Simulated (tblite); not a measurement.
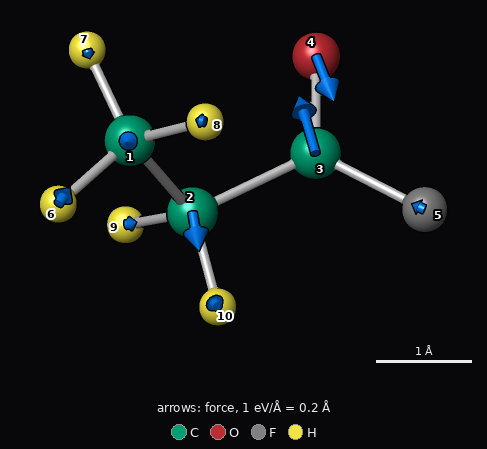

Starting geometry of C3H5FO with the computed forces as blue arrows. A ball-and-stick model, seen at a tilt.

Method: tblite, GFN2-xTB geometry optimisation, gas phase. 

Is this structure relaxed? If not, where do the atoms go?

It isn't relaxed: the largest force vector, on C3, is 4.02 eV/Å. The final displacements have little in common with the starting forces (cosine between the two patterns 0.22). The largest move after the best rigid fit is that of F5, 0.71 Å. By element the largest moves are F 0.71 Å, O 0.57 Å, H 0.29 Å, C 0.14 Å. Near-neighbour distances that change, for instance: C3–O4 1.227 → 1.179 Å, C1–H6 1.133 → 1.086 Å, C1–H8 1.109 → 1.087 Å, C1–H7 1.100 → 1.087 Å. Among the angles between lasting bonds that change: C2–C3–O4 119.8° → 130.5°, C2–C3–F5 118.4° → 110.6°, C1–C2–H10 102.9° → 109.4°. Groups turn about C2–C3 by about 40°. The energy falls by 0.393 eV in 75 geometry steps. Cost: 0.19 s on 1 thread of Arm Neoverse V2, on a shared host.
